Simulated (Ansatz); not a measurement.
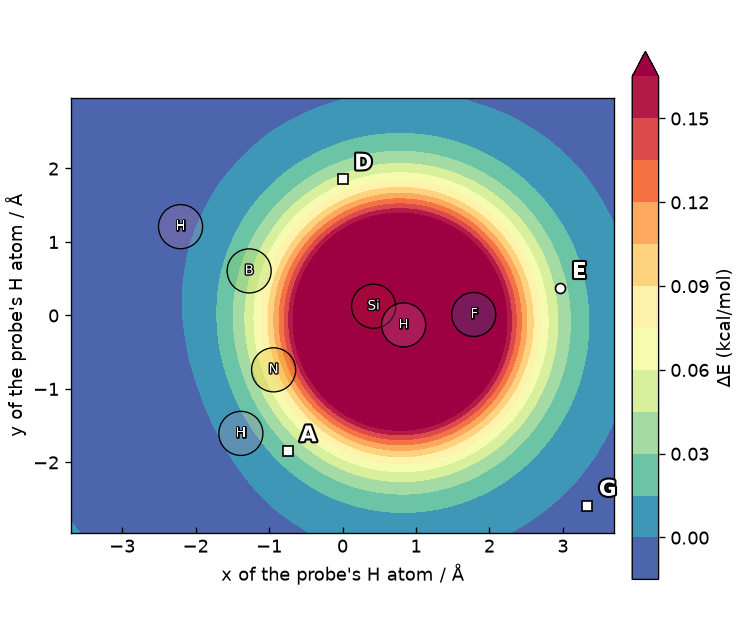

BFH₃NSi (SMILES F[SiH]1BN1) with the probe H. The probe is moved over a plane parallel to the molecule's main plane, 4.44 Å above it. First axis: x of the probe's H atom. Second axis: y of the probe's H atom. Nothing is relaxed (molecule and probe rigid). Grid: 21 × 17 points. Points are written as (first, second). All energies are given in kcal/mol relative to molecule and probe far apart, each relaxed in its own basis (no counterpoise correction). Theory: UHF/def2-SVP (Ansatz).

In the figure: filled contours, labelled circles for the molecule's atoms, projected on the plane, one colour for all values above the top of the scale, lettered points. Between grid points the surface is interpolated.

What kind of point is each of A, D, E, G: minimum, saddle, maximum or slope?

Answer. A: on a slope; D: on a slope; E: on a slope; G: saddle point. (In these two coordinates alone; a stationary point may lie a little off the grid point.)

Rank the lettered points by energy, lowest first.

Answer. G (−0.001 kcal/mol), A (0.027 kcal/mol), E (0.038 kcal/mol), D (0.052 kcal/mol).
